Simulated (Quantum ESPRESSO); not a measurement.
# MnS (Browneite): which magnetic order is lowest, part 2 of 2

Wanted: the moments of MnS (Browneite) and the energy of each order that was tried.

Quantum ESPRESSO 7.5; LDA; plane waves with GBRV 1.5 LDA potentials, no spin-orbit coupling.

So far, absolute magnetization (μB): step 2 (run 1, typed as ferro +) 4.72.

### 4. Run 3, typed as antiferro q=(0,0,1/2) +−

This order needs a doubled cell of 4 atoms.

The input, pw.in:

```
&CONTROL
  calculation = 'scf'
  prefix = 'pwscf'
  outdir = './tmp'
  pseudo_dir = './pseudo'
  disk_io = 'nowf'
/
&SYSTEM
  ibrav = 0
  nat = 4
  ntyp = 3
  ecutwfc = 40
  ecutrho = 280
  nbnd = 30
  occupations = 'smearing'
  smearing = 'fd'
  degauss = 0.00367493
  nspin = 2
  starting_magnetization(1) = 0.3
  starting_magnetization(2) = -0.3
  starting_magnetization(3) = 0
/
&ELECTRONS
  conv_thr = 8d-09
  electron_maxstep = 150
  mixing_beta = 0.3
/
ATOMIC_SPECIES
Mn1    54.9380 mn_lda_v1.5.uspp.F.UPF
Mn2    54.9380 mn_lda_v1.5.uspp.F.UPF
S      32.0600 s_lda_v1.4.uspp.F.UPF
CELL_PARAMETERS angstrom
   0.0000000000    2.8000000000    2.8000000000
   2.8000000000    0.0000000000    2.8000000000
   5.6000000000    5.6000000000    0.0000000000
ATOMIC_POSITIONS crystal
Mn1     0.0000000000    0.0000000000    0.0000000000
Mn2     0.0000000000    0.0000000000    0.5000000000
S       0.2500000000    0.2500000000    0.1250000000
S       0.2500000000    0.2500000000    0.6250000000
K_POINTS automatic
6 6 3 0 0 0
```

Launch:

```sh
$ OMP_NUM_THREADS=1 mpirun -n 4 pw.x -nk 4 -in pw.in > pw.out
```

The log of the run:

```text
     [... lines left out ...]
Program PWSCF v.7.5 starts
     [... lines left out ...]
     number of atoms/cell      =            4
     [... lines left out ...]
     number of electrons       =        42.00
     number of Kohn-Sham states=           30
     kinetic-energy cutoff     =      40.0000  Ry
     charge density cutoff     =     280.0000  Ry
     scf convergence threshold =      8.0E-09
     [... lines left out ...]
      6 Sym. Ops. (no inversion) found
     [... lines left out ...]
     number of k points=    16  Fermi-Dirac smearing, width (Ry)=  0.0037
     [... lines left out ...]
     iteration # 11     ecut=    40.00 Ry     beta= 0.30
     [... lines left out ...]
     Magnetic moment per site  (integrated on atomic sphere of radius R)
     atom   1 (R=0.253)  charge= 12.9667  magn=  3.9332
     atom   2 (R=0.253)  charge= 12.9667  magn= -3.9332
     atom   3 (R=0.253)  charge=  4.1694  magn=  0.0666
     atom   4 (R=0.253)  charge=  4.1694  magn= -0.0666
     [... lines left out ...]
     the Fermi energy is     6.9886 ev
!    total energy              =    -470.63312828 Ry
     estimated scf accuracy    <          3.1E-09 Ry
     smearing contrib. (-TS)   =      -0.00002723 Ry
     [... lines left out ...]
     total magnetization       =    -0.00 Bohr mag/cell
     absolute magnetization    =     8.96 Bohr mag/cell
     convergence has been achieved in  11 iterations
```

Wall time 12 s (4 MPI ranks of Intel Xeon Platinum 8559C (Emerald Rapids), shared host); peak memory 0.52 GiB; 46 s of CPU time.

Spin moment in the atom's sphere by atom:

| atom | spin moment in the atom's sphere (μB) |
| --- | --- |
| Mn1 | 3.93 |
| Mn2 | -3.93 |
| S3 | 0.07 |
| S4 | -0.07 |

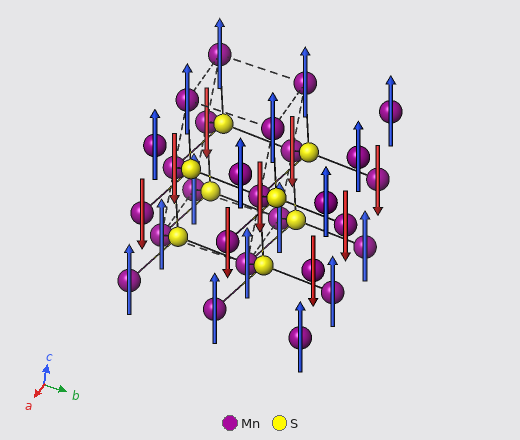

Spin moment in the atom's sphere as arrows, the longest 3.93 μB. Up and down stand for the sign. Arrows give size and sign along the axis of quantisation, drawn up and down the page. The two directions have two colours. Bonds to atoms that aren't drawn are left out. 2×2×1 cells are drawn. Some periodic images of atoms are drawn too.

Numbers from this step:

| Quantity | Value |
| --- | --- |
| smearing term TS | 3.70e-4 eV |
| magnetization | 0 μB |
| absolute magnetization | 8.962 μB |
| final state | antiferromagnetic |

### 5. Start 4: no spin polarisation

The input, pw.in:

```
&CONTROL
  calculation = 'scf'
  prefix = 'pwscf'
  outdir = './tmp'
  pseudo_dir = './pseudo'
  disk_io = 'nowf'
/
&SYSTEM
  ibrav = 0
  nat = 2
  ntyp = 2
  ecutwfc = 40
  ecutrho = 280
  nbnd = 17
  occupations = 'smearing'
  smearing = 'fd'
  degauss = 0.00367493
/
&ELECTRONS
  conv_thr = 4d-09
  electron_maxstep = 150
  mixing_beta = 0.3
/
ATOMIC_SPECIES
Mn     54.9380 mn_lda_v1.5.uspp.F.UPF
S      32.0600 s_lda_v1.4.uspp.F.UPF
CELL_PARAMETERS angstrom
   0.0000000000    2.8000000000    2.8000000000
   2.8000000000    0.0000000000    2.8000000000
   2.8000000000    2.8000000000    0.0000000000
ATOMIC_POSITIONS crystal
Mn      0.0000000000    0.0000000000    0.0000000000
S       0.2500000000    0.2500000000    0.2500000000
K_POINTS automatic
6 6 6 0 0 0
```

The log of the run:

```text
     [... lines left out ...]
Program PWSCF v.7.5 starts
     [... lines left out ...]
     number of atoms/cell      =            2
     [... lines left out ...]
     number of electrons       =        21.00
     number of Kohn-Sham states=           17
     kinetic-energy cutoff     =      40.0000  Ry
     charge density cutoff     =     280.0000  Ry
     scf convergence threshold =      4.0E-09
     [... lines left out ...]
     24 Sym. Ops. (no inversion) found
     [... lines left out ...]
     number of k points=    16  Fermi-Dirac smearing, width (Ry)=  0.0037
     [... lines left out ...]
     iteration # 11     ecut=    40.00 Ry     beta= 0.30
     [... lines left out ...]
     the Fermi energy is     6.3776 ev
!    total energy              =    -235.21045466 Ry
     estimated scf accuracy    <          1.3E-09 Ry
     smearing contrib. (-TS)   =      -0.00254812 Ry
     [... lines left out ...]
     convergence has been achieved in  11 iterations
```

It took 3 s on 4 MPI ranks; peak memory 0.32 GiB; 11 s of CPU time.

Read from the output:

* smearing term TS: 0.03467 eV
* final state: non-magnetic (no spin polarisation)

### 6. Energies of the orders

An order is kept where moments of 0.15 μB or more survive with the typed signs; meshes match where a doubled cell samples the same k points as the first cell.

Orders:

| start | final state | typed order kept | energy over the lowest (meV a seeded atom) | largest site moment (μB) | net moment (μB a cell of the first run) | mesh matched | CPU time (s) |
| --- | --- | --- | --- | --- | --- | --- | --- |
| ferro + | ferromagnetic | yes | 309.3 | 4.018 | 4.725 | yes | 17.2 |
| antiferro q=(0,1/2,1/2) +- | antiferromagnetic | yes | 0 | 3.886 | 0 | yes | 71.61 |
| antiferro q=(0,0,1/2) +- | antiferromagnetic | yes | 72.57 | 3.933 | 0 | yes | 46.17 |
| no spin polarisation | non-magnetic | - | 1516 | 0 | 0 | yes | 11.37 |

### 7. A Heisenberg model

E = −Σ J e·e over ordered pairs of unit vectors, so each pair counts twice. As many shells are taken as there are differences of energy, so the couplings are solved for and no residual tests the model; further shells are folded in, and shells whose pairs keep their relative signs in all orders cancel and are not probed. Couplings from the energies:

| pair | distance (Å) | neighbours an atom | J (meV) |
| --- | --- | --- | --- |
| Mn-Mn | 3.96 | 12 | -19.33 |
| Mn-Mn | 5.6 | 6 | -0.3957 |

### 8. Outcome

- lowest state found: antiferromagnetic (from antiferro q=(0,1/2,1/2) +-)
- largest site moment: 3.89 μB
- next state with moments: antiferromagnetic, 72.6 meV a seeded atom higher
- state without moments: 1516 meV a seeded atom higher
- J of the weightiest shell (Mn-Mn, 3.96 Å; E = −Σ J e·e, ordered pairs): -19.3 meV

In words: Forming the moments gains more than four times the spread of the orders, as local moments do. The largest moment changes by 3.3 % between the kept orders, as for well localised moments. This is the lowest of 4 collinear or spinless starts, no proof of the ground state. No Hubbard term acts here. In such compounds local and semilocal functionals without one often delocalise the d electrons, and can shrink or lose moments and miss the size, sign and order of the couplings.

[Logs and program files are shortened in this print: banners, set-up blocks, solver, clock and traceback lines can be left out without a mark of their own.]

[Logs are printed without paths, hosts, clocks, repeated set-up lines and the standing remarks that a program may print on its own settings, such as how far it seeks lower states.]

[Hosts, paths, dates, database ids (printed as entryN), source tags and the programs' standing remarks are cut or masked in the printed files.]

[Where a cell is said to come from a database of computed structures, the database is the Materials Project.]
